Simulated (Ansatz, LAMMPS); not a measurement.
# Glassy B2O3 (130 atoms) under strain, part 4 of 4

How stiff is glassy B2O3 (130 atoms), and how do its levels respond to strain?

Ansatz 0.2.0; Kohn-Sham DFT, r2SCAN, PAW (set soft_2), plane waves.

The cell: 52 B and 78 O. The quench rate of 20 K/ps far exceeds what a furnace or splat quench reaches. The network of bonds at the start is that of the classical potential that made the cell. Only the Γ point is sampled.

So far. Step 11 (Compressed by 1 % along x): The relaxation converged after 14 steps, 0.279 eV below its start, with a largest force component of 0.048 eV/Å. Step 11 (Compressed by 1 % along x): Compressed by 1 % along x: the energy stands 0.133 eV below that of the reference, at a pressure of 0.479 GPa.

## (12) Sheared by 2 % in xy

A shear of the relaxed cell gives the modulus that volume changes can't reach.

File input.yaml:

```yaml
crystal:
  lattice:
    - [12.09324, 0.41258, -0.11531]
    - [0.39877, 10.71223, -0.09739]
    - [-0.11628, -0.09854, 10.96883]
  atoms:
    [... the 130 atom lines of step 4 ...]
kpoints:
  mp_grid: { grid: [1, 1, 1] }
hamiltonian:
  xc: r2scan
scf:
  occupations: { method: fixed }
output:
  forces: true
  eigenvalues: true
  stress: true
relax:
  f_tol: 0.05
  max_steps: 70
```

Launch:

```sh
ansatz run input.yaml --threads 4 --pin off --max-ram 8192MiB --backend cpu --events-out ev --progress --plain --runs-dir out
```

Numbers of over 12 decimals in the logs are rounded to 6 here.

The program printed:

```text
[...]
Crystal: 130 atoms, lattice volume = 1418.908 Å³
Basis set: ecut = 500 eV, 36003 PW (Γ), exchange–correlation on 360×320×324 points (64 copies of the dense FFT grid, shifted against one another)
Bands: 442, of which v1, the nominal top of the filled ones, is band 312 counted from 1 (311 counted from 0)
Symmetry: 1 space group operations
[...]
k-points: 1
[...]
SCF iter   1: F=—  HF=-52604.514411 eV  |F-HF|=—  |Δ(HF+E_count)|=         —  Δρ=8.79e-3  dr2=9.35e-1  dr2_τ=1.68e1  ethr=1.77e-3  ⟨swp⟩=5.0  Hψ=1551  notcnv=0  defer=125
[...]
SCF iter   5: F=—  HF=-52608.960040 eV  |F-HF|=—  |Δ(HF+E_count)|=   1.73e-4  Δρ=1.26e-4  dr2=1.83e-4  dr2_τ=2.37e-5  ethr=1.20e-7  ⟨swp⟩=2.0  Hψ=633  notcnv=0  defer=128
SCF iter   6: F=-52608.960102 eV  HF=-52608.960098 eV  |F-HF|=4.36e-6  |Δ(HF+E_count)|=   5.72e-5  Δρ=3.65e-5  dr2=2.06e-5  dr2_τ=1.20e-6  ethr=1.00e-8  ⟨swp⟩=17.0  Hψ=3161  notcnv=0
SCF 1 converged in 6 iterations: F = -52608.960102 eV  dr2 = 2.06e-5
[...]
relax step   1: F+E_penalty+E_count = -52608.96010206 eV  Δ(F+E_penalty+E_count) = +0.000e0 eV  max|allowed force component| = 6.774e-1 eV/Å  Δτ_max = 0.0000 Å  (6 SCF iters, dr2 threshold 6.25e-5 eV, accepted)
[...]
relax step   2: F+E_penalty+E_count = -52609.10507648 eV  Δ(F+E_penalty+E_count) = -1.450e-1 eV  max|allowed force component| = 2.810e-1 eV/Å  Δτ_max = 0.0352 Å  (6 SCF iters, dr2 threshold 2.87e-5 eV, accepted)
[...]
relax step   3: F+E_penalty+E_count = -52609.15954848 eV  Δ(F+E_penalty+E_count) = -5.447e-2 eV  max|allowed force component| = 7.173e-2 eV/Å  Δτ_max = 0.0975 Å  (7 SCF iters, dr2 threshold 4.93e-6 eV, accepted)
[...]
relax step   4: F+E_penalty+E_count = -52609.16570161 eV  Δ(F+E_penalty+E_count) = -6.153e-3 eV  max|allowed force component| = 3.992e-2 eV/Å  Δτ_max = 0.0669 Å  (8 SCF iters, accepted)
[...]
SCF iter   2: F=-52609.165702 eV  HF=-52609.165702 eV  |F-HF|=1.80e-8  |Δ(HF+E_count)|=   2.07e-8  Δρ=8.93e-7  dr2=1.22e-8  dr2_τ=8.43e-10  ethr=5.86e-12  ⟨swp⟩=3.0  Hψ=991  notcnv=0
SCF 5 converged in 2 iterations: F = -52609.165702 eV  dr2 = 1.22e-8
SCF converged after 2 iterations
Free energy (F): -52609.165702 eV
[...]
Internal energy: -52609.165702 eV  (E = F + TS)
E sigma→0 (E₀):  -52609.165702 eV
Fermi energy:    0.988191 eV
[...]
Σ components = -52609.165702   (vs F -52609.165702, Δ=0.00e0)
--- Forces (eV/Å), atoms counted from 1 ---
  atom   1  B     -0.01221497     0.01025559    -0.01433139
  atom   2  B     -0.01078991     0.00392291     0.00946402
  atom   3  B      0.00065646    -0.01788101     0.00594514
  atom   4  B     -0.01142351     0.00039124     0.01192473
[...]
atom 130  O      0.00925176    -0.01117018     0.01505916
  max |Σ_I F_I| component: 2.04e-4 eV/Å
--- Stress (GPa, compression-positive) ---
        0.122122      -0.301768      -0.057795
       -0.301767      -0.032772      -0.066997
       -0.057802      -0.066989       0.017615
  P = ⅓ Tr σ = 0.0357 GPa (0.357 kbar)
--- Band table (eV) ---
[...]
--- Relaxed structure (4 steps of the walk, 4 accepted, 0 SCFs on fresh bases) ---
  F+E_penalty+E_count = -52609.16570161 eV   max|allowed force component| = 3.992e-2 eV/Å
  atoms:
    - { symbol: B, position: [0.520949, 0.694391, 0.986602] }
    - { symbol: B, position: [0.414072, 0.255359, 0.624490] }
    - { symbol: B, position: [0.278946, 0.525438, 0.554411] }
    - { symbol: B, position: [0.765473, 0.244030, 0.871433] }
[...]
- { symbol: O, position: [0.782164, 0.890639, 0.614853] }
```

The job ended after 71 s (4 threads of AMD EPYC 9R45, shared host; peak memory 3.9 GiB).

The relaxation converged after 4 steps, 0.206 eV below its start, with a largest force component of 0.040 eV/Å.

Sheared by 2 % in xy: the energy stands 0.0186 eV above that of the reference, at a pressure of 0.0357 GPa.

## (13) Pressure against volume

Atoms are relaxed at each volume, in the scaled cell.

```csv
volume change (%),volume (Å³/atom),energy change (meV/atom),pressure (GPa),largest move on relaxing (Å),bonds,gap (eV)
-10,9.824,14.21,4.50,0.57,156,6.64
-6,10.261,4.91,2.49,0.40,156,6.60
-3,10.588,1.24,1.19,0.23,156,6.54
+0,10.916,0.00,0.02,-,156,6.49
+3,11.243,0.56,-1.01,0.66,156,6.50
+6,11.571,1.91,-1.77,1.22,156,6.55
```

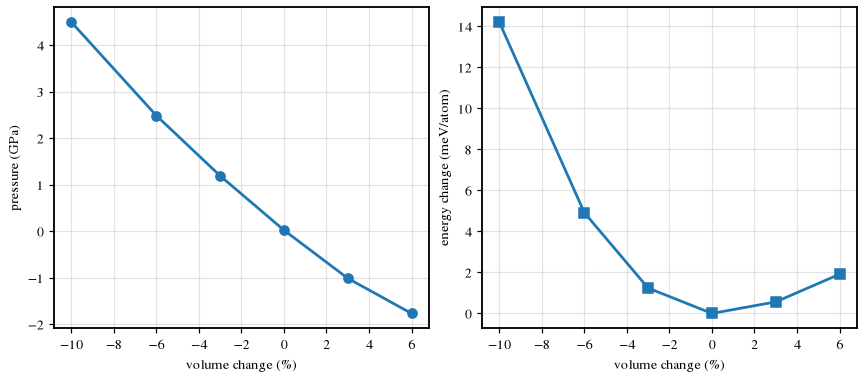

Pressure and energy against volume.

## (14) Uniaxial strain and shear

Stress (GPa, compression positive) less that of the relaxed cell, atoms relaxed:

```csv
strain,xx,yy,zz,xy,energy change (meV/atom)
stretched by 1 % along x,-0.191,-0.264,-0.246,0.111,-0.18
compressed by 1 % along x,0.384,0.495,0.486,0.182,-1.02
sheared by 2 % in xy,0.094,-0.046,-0.014,-0.301,0.14
```

## (15) Findings

The bulk modulus, from the slope of pressure against ln V over the three points nearest the relaxed volume, is 36.7 GPa; a quadratic over all points gives a pressure derivative of about 3.9. At -10 %, +3 % and +6 % some atom moved by over 0.5 Å on relaxing, so those points may sit in another local minimum. The curvature of the energy over the same three points gives 29.3 GPa instead, so stress and energy disagree and the modulus is uncertain by that much. The gap goes from 6.64 eV at the smallest volume to 6.55 eV at the largest, not monotonically (lowest 6.49, highest 6.64 eV), on the run's k-points. Stretch and compression disagree (xx stress changes of -0.19 and 0.38 GPa), so C11 is only a mean of unlike responses. The cells stretched by 1 % along x; compressed by 1 % along x each end below the relaxed cell in energy, so the reference wasn't the lowest nearby minimum and the moduli are doubtful. In the Cartesian axes of the cell, finite differences give C11 = 28.7, C12 = 38.0, C13 = 36.6 and C66 = 15.1 GPa (the shear of 2 % is the engineering strain, εxy = 0.01). An off-diagonal constant as large as C11 can't hold in a stable isotropic solid; here it points to a strained cell that relaxed into another minimum, so these constants aren't elastic ones.

Caveats: Strains are finite and relaxations stop at the force tolerance of the input, which can leave moduli too stiff; they are those of a static cell at zero temperature. Volumes are changed with the cell's shape held, so in an anisotropic solid the modulus lies over the one under free hydrostatic load. The program notes that the SCF threshold of the relaxations is loose for the stress.

The DFT runs together took 37 min of wall time.

[Logs are printed without paths, hosts, clocks, repeated set-up lines and the standing remarks that a program may print on its own settings, such as how far it seeks lower states.]

[Hosts, paths, dates, database ids (printed as entryN), source tags and the programs' standing remarks are cut or masked in the printed files.]
